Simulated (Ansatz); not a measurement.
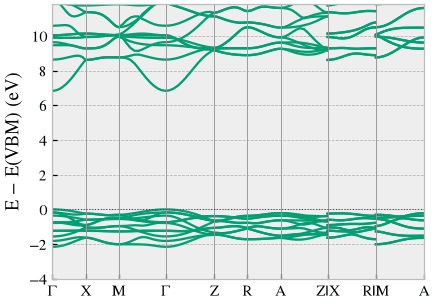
Figure. Band structure from the program Ansatz at the PBEsol level (PAW)

Problem. Read off the gap and where the band edges lie.

Solution. About 6.8 eV (6.83 eV by a search for the band edges); maximum at Γ, minimum at Γ.

The material is CaF$_{2}$ (rutile, space group No. 136).

Space group P4_2/mnm (rutile). The cell is a constructed one: a structure type filled with these elements; neither database checked (COD, Materials Project) lists it. It is not the phase usual at ambient conditions (space group No. 225). The cell was relaxed with PBEsol under the symmetry of its start; whether a distortion lowers the energy is not shown.

Potentials: the earlier of the program's two PAW sets. The files were generated under PBE; for other functionals the program regenerates the frozen cores, and for LDA and PBEsol the local potential too.
